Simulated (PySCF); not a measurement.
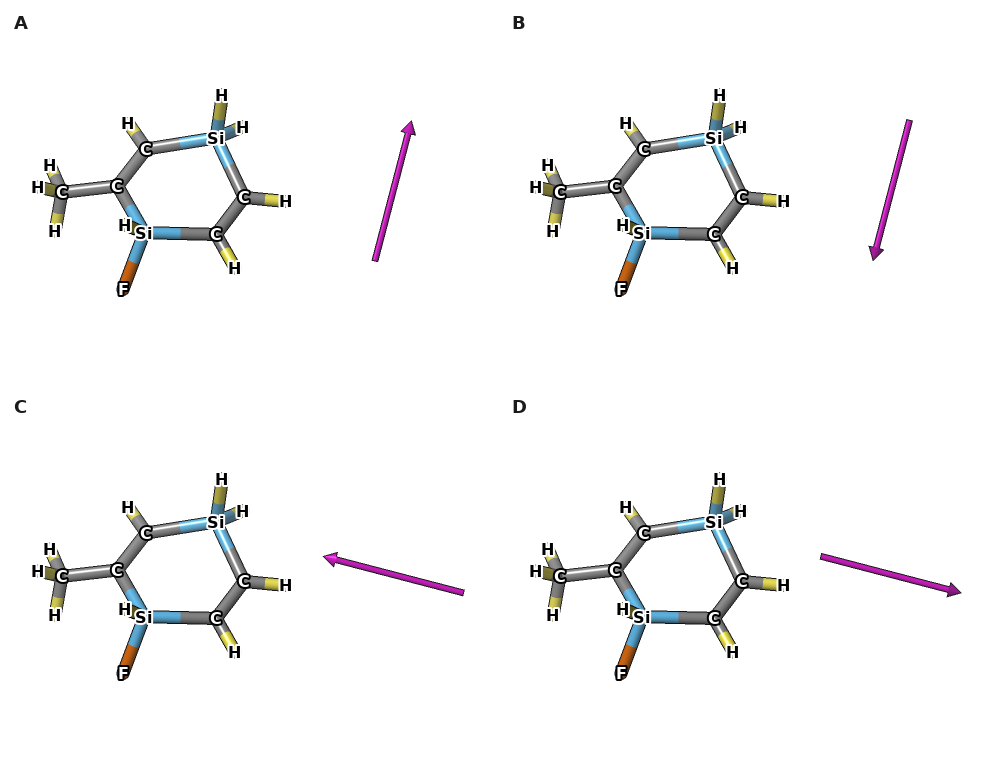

The same molecule four times, each with an arrow. The computed structure is the end point of a GFN2-xTB optimisation. No frequency run is at hand to confirm it as a minimum. Properties computed with CAM-B3LYP/def2-SVPD, gas phase (PySCF 2.14.0).

> Which arrow points along the dipole moment, from the negative to the positive end?

A. The dipole moment is 1.41 D.

The geometry is semi-empirical. Around Si such bond lengths and angles can be off by a tenth of an ångström or more and by several degrees, and values that hang on the shape move with them.
